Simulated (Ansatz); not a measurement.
```xyz
4

F    -1.6096    0.1538    0.7450
Sn   -0.2263   -0.1579   -0.5560
Br    1.4796   -1.4866    0.6648
H     0.4118    1.4304   -0.8741
```

Geometry: PBE0-D4/def2-TZVP; core potentials replace the inner electrons of Sn.

The calculation used UKS PBE0-D4/def2-TZVPP in Ansatz 0.2.0.

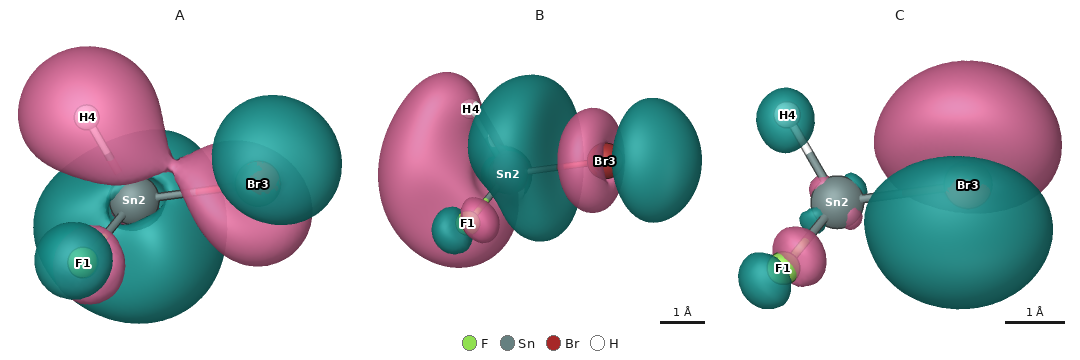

BrFHSn (SMILES [F][SnH][Br]) (doublet). Three frontier orbitals at ±0.06 Å⁻³ᐟ² (teal and pink are the two phases), in no order.

**Which picture is the HOMO−1, the HOMO and the LUMO? All are α orbitals.**

C is the HOMO−1 (α) (−8.78 eV). Its weight (Hirshfeld) is mainly on Br3 (about 90 %); largely a lone pair of Br3. A is the HOMO (α) (−7.27 eV). It lies mainly on Sn2 (about 60 %), Br3 (about 20 %), H4 (about 15 %) and F1 (about 5 %). B is the LUMO (α) (−1.05 eV). Its weight (Hirshfeld) is mainly on Sn2 (about 65 %), Br3 (about 30 %) and H4 (about 5 %).

**What is the gap between the highest occupied and lowest empty α orbitals?**

6.22 eV between the orbital energies.
